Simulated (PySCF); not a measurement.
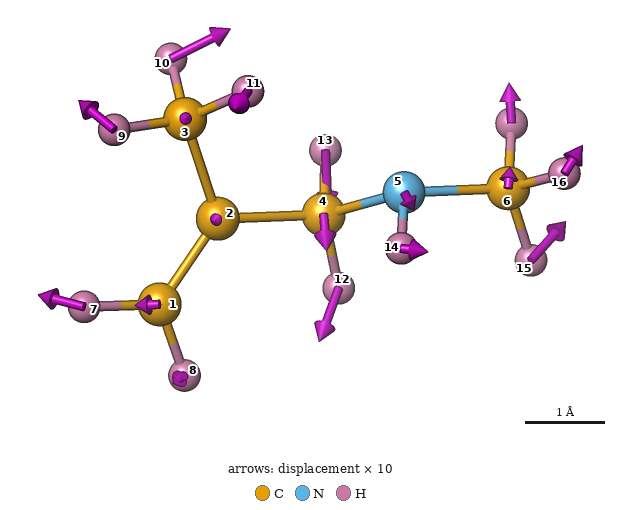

A relaxation of C₅H₁₁N. The starting structure is drawn; purple arrows show the displacements, 10 times their true length. The two geometries are superimposed by the best rigid fit.

The picture is a ball-and-stick view, seen at a tilt.

The start comes from GFN2-xTB.

Method: PySCF 2.14.0, density-fitted response routines, PBE0-D3(BJ)/def2-SVP geometry optimisation, gas phase. 

### What did the optimiser do to the structure, and how much energy did it gain?

An H atom moves most after the best rigid fit: 0.088 Å. By element the largest moves are H 0.088 Å, C 0.054 Å, N 0.028 Å. Near-neighbour distances that change, for instance: C–H 1.077 → 1.094 Å, C–C 1.323 → 1.337 Å, C–H 1.090 → 1.104 Å, C–H 1.101 → 1.113 Å. After 5 geometry steps the energy has fallen by 1.20 kcal/mol. Largest force component: 0.7 eV/Å at the start, 0.013 eV/Å at the end.
